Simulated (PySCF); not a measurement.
# One shape, several levels: HNO (nitroxyl)

We compute a comparison of 6 runs (B2PLYP/STO-6G, PBE0/STO-6G, NEVPT2(2,2)/STO-6G, QCISD(T)/STO-6G, CCSD(T)/STO-6G, UCCSD(T)/STO-6G) of HNO (nitroxyl). The job is set up through a Python script.

The results are computed with PySCF 2.14.0.

10 further runs of the same task are left out: 1 that didn't finish, 9 set aside as unsound or not needed.

**1. The structure to begin with**

HNO has 3 atoms, charge 0, and is taken as a singlet. SMILES: `N=O`. The N1–H3 distance was set to 1.276 Å, away from the relaxed value.

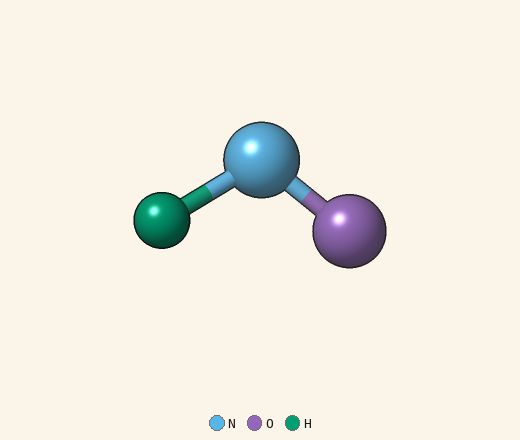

The structure, seen from a chosen angle (nitrogen blue, oxygen purple, hydrogen teal).

**2. A single-point energy at B2PLYP/STO-6G (run 1)**

run.py reads:

```python
from pyscf import gto, dft, mp

mol = gto.M(
    atom='''
N     -0.246126     0.517314    -0.072729
O      0.792874     0.601724     0.500931
H     -0.471600    -0.709980    -0.339350
''',
    charge=0,
    basis='sto-6g',
    spin=0,
    max_memory=1860,
    verbose=3,
)

mf = dft.RKS(mol)
mf.xc = '0.53*HF + 0.47*B88, 0.73*LYP'
mf.conv_tol = 1e-10
mf.grids.level = 5
mf.kernel()
if not mf.converged:
    mf = mf.newton().run(mf.mo_coeff, mf.mo_occ)

pt = mp.MP2(mf, frozen=2).run()
e_final = mf.e_tot + 0.27 * pt.e_corr
print('PT2 part  %.8f' % (0.27 * pt.e_corr))
print('E(%s) = %.9f' % ('B2PLYP', e_final))
```

Started as:

```bash
$ OMP_NUM_THREADS=1 python run.py
```

The log of the run:

```text
converged SCF energy = -129.712916307352
E(RMP2) = -129.89493656472  E_corr = -0.182020257368083
E(SCS-RMP2) = -129.901146962116  E_corr = -0.188230654764736
PT2 part  -0.04914547
E(B2PLYP) = -129.762061777
```

Wall time 1.8 s (1 thread of Arm Neoverse V1, shared host); peak memory 0.16 GiB.

**3. The energy at PBE0/STO-6G (run 2)**

job.py reads:

```python
from pyscf import gto, dft

mol = gto.M(
    atom='''
N   -0.246126   0.517314  -0.072729
O    0.792874   0.601724   0.500931
H   -0.471600  -0.709980  -0.339350
''',
    max_memory=1860,
    basis='sto-6g',
    spin=0,
    verbose=3,
)

myscf = dft.RKS(mol, xc='pbe0')
myscf.grids.level = 5
myscf.conv_tol = 1e-10
myscf.kernel()
if not myscf.converged:
    myscf = myscf.newton().run(myscf.mo_coeff, myscf.mo_occ)

e_tot = myscf.e_tot
print('Final energy', e_tot)
```

Started as:

```bash
$ OMP_NUM_THREADS=1 python job.py
```

The log of the run:

```text
converged SCF energy = -129.809695495661
Final energy -129.80969549566115
```

Run time: 1.6 s. Hardware: 1 thread of Arm Neoverse V1, shared host; peak memory 0.15 GiB.

Runs 3 to 5 aren't shown in full; the table further down has their settings and results.

**4. A single-point energy at UCCSD(T)/STO-6G (run 6)**

run.py reads:

```python
from pyscf import gto, scf, cc

mol = gto.Mole()
mol.atom = '''
N   -0.246126   0.517314  -0.072729
O    0.792874   0.601724   0.500931
H   -0.471600  -0.709980  -0.339350
'''
mol.verbose = 4
mol.max_memory = 1860
mol.basis = 'sto-6g'
mol.build()

hf = scf.UHF(mol)
hf.conv_tol = 1e-10
hf.kernel()
if not hf.converged:
    hf = hf.newton().run(hf.mo_coeff, hf.mo_occ)
for _ in range(3):
    mo, _, stable, _ = hf.stability(return_status=True)
    if stable:
        break
    hf.kernel(hf.make_rdm1(mo, hf.mo_occ))

mycc = cc.CCSD(hf, frozen=2)
mycc.kernel()
e_t = mycc.ccsd_t()
e_tot = mycc.e_tot + e_t
print(f'total energy: {e_tot:.8f} hartree')
```

Started as:

```bash
$ OMP_NUM_THREADS=1 python run.py
```

The log of the run:

```text
PySCF version 2.14.0

[INPUT] num. atoms = 3
[INPUT] num. electrons = 16
[INPUT] charge = 0
[INPUT] spin (= nelec alpha-beta = 2S) = 0
[INPUT] symmetry False subgroup None
[INPUT] Mole.unit = angstrom
[INPUT] Symbol           X                Y                Z      unit          X                Y                Z       unit  Magmom
[INPUT]  1 N     -0.246126000000   0.517314000000  -0.072729000000 AA   -0.465110732135   0.977581780403  -0.137437891313 Bohr   0.0
[INPUT]  2 O      0.792874000000   0.601724000000   0.500931000000 AA    1.498314711288   1.137093562578   0.946622397305 Bohr   0.0
[INPUT]  3 H     -0.471600000000  -0.709980000000  -0.339350000000 AA   -0.891194840345  -1.341667753919  -0.641278560371 Bohr   0.0

nuclear repulsion = 29.9186895922797
number of shells = 7
number of NR pGTOs = 66
number of NR cGTOs = 11
basis = sto-6g
ecp = {}

[... 77 lines left out ...]
converged SCF energy = -129.274609308697  <S^2> = 1.8953727e-12  2S+1 = 1
[... 100 lines left out ...]
converged SCF energy = -129.284999301617  <S^2> = 0.39831341  2S+1 = 1.6103582
[... 14 lines left out ...]
Init t2, MP2 energy = -0.0871564881189191
[... 18 lines left out ...]
UCCSD converged
[... 2 lines left out ...]
total energy: -129.43784228 hartree
```

Run time: 1.1 s. Hardware: 1 thread of Arm Neoverse V1, shared host; peak memory 0.12 GiB.

**5. Overview of the runs**

```tsv
run	level	frozen core orbitals	integration grid	energy (Eh)	dipole moment (D) of the reference	HOMO energy (eV)	LUMO energy (eV)	wall time
1	B2PLYP/STO-6G	2	5	-129.762062	1.01	-6.00	2.34	1.8 s
2	PBE0/STO-6G	–	5	-129.809695	0.92	-4.28	0.20	1.6 s
3	NEVPT2(2,2)/STO-6G	–	–	-129.410505	1.16	-8.72	5.97	0.89 s
4	QCISD(T)/STO-6G	2	–	-129.438577	1.16	-8.72	5.97	0.85 s
5	CCSD(T)/STO-6G	2	–	-129.437908	1.16	-8.72	5.97	0.83 s
6	UCCSD(T)/STO-6G	2	–	-129.437842	1.12	-8.66	7.09	1.1 s
```

**6. Results**

| quantity | value |
| --- | --- |
| run 6: total energy | -129.43784 Eh |
| run 6: dipole moment (Hartree–Fock density) | 1.12 D |
| run 6: HOMO energy (Hartree–Fock orbitals) | -8.66 eV |
| run 6: LUMO energy (Hartree–Fock orbitals) | 7.09 eV |
| run 6: HOMO–LUMO gap (Hartree–Fock orbitals) | 15.74 eV |
| run 6: correlation energy (2 core orbitals frozen) | -152.8 mEh |
| run 6: (T) correction | -2.58 mEh |
| run 6: ⟨S²⟩ of the reference determinant | 0.398 |
| run 6: T1 diagnostic | 0.079 |

**Reading.** Totals of different functionals can't be ranked against each other. In runs 1, 2, 3, 4, 5, 6 the basis is minimal, so the values are rough. Spin contamination of the reference: run 6 ⟨S²⟩ = 0.40. All runs together took 7.1 s, the longest 1.8 s.
